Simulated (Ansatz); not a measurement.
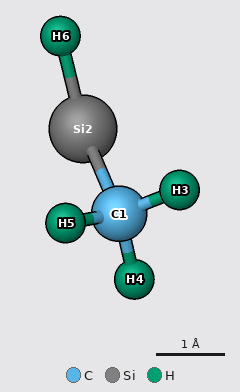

This is the input geometry for a relaxation of CH$_{4}$Si. A ball-and-stick model, seen from a free direction.

The start comes from GFN2-xTB.

All numbers below come from RKS PBE0-D4/def2-TZVP in Ansatz 0.2.0.

Input
```yaml
crystal:
  periodic: [false, false, false]
  atoms:
    - {symbol: C, position_ang: [-0.142850, -0.384690, -0.438930]}
    - {symbol: Si, position_ang: [0.768640, 0.343500, 1.062940]}
    - {symbol: H, position_ang: [-1.199930, -0.516930, -0.217890]}
    - {symbol: H, position_ang: [0.267470, -1.350590, -0.715790]}
    - {symbol: H, position_ang: [-0.057760, 0.277620, -1.297980]}
    - {symbol: H, position_ang: [0.364430, 1.631100, 1.607660]}
basis:
  gaussian: {orbitals: def2-TZVP}
hamiltonian: {xc: pbe0, dispersion: d4}
relax: {f_tol: 0.005, max_steps: 150}
```

Where does the relaxation end?

Answer. The largest move after the best rigid fit is that of H6, 0.41 Å. Largest moves by element: H 0.41 Å, Si 0.21 Å, C 0.09 Å. Some distances before and after: Si2–H6 1.455 → 1.531 Å, C1–H3 1.088 → 1.098 Å, C1–Si2 1.902 → 1.892 Å, C1–H4 1.085 → 1.091 Å. Bond angles that change, for instance: C1–Si2–H6 120.1° → 94.2°, Si2–C1–H4 111.2° → 113.8°, H3–C1–H5 108.1° → 105.5°. After 6 accepted moves (7 points after the start) the energy has fallen by 0.510 eV. The largest force component goes from 2.3 to 0.0022 eV/Å. The line search rejected the trial step at point 3 of the run.

The structure at the end:

```xyz
6

C    -0.0932   -0.3661   -0.3702
Si    0.9167    0.2104    1.1227
H    -1.1568   -0.4104   -0.1026
H     0.2156   -1.3359   -0.7624
H    -0.0235    0.3815   -1.1710
H     0.1412    1.5205    1.2835
```

The end point in the same view:

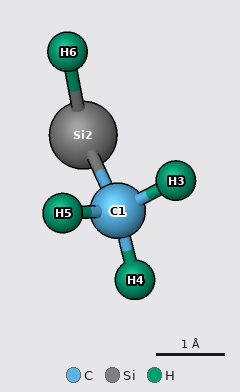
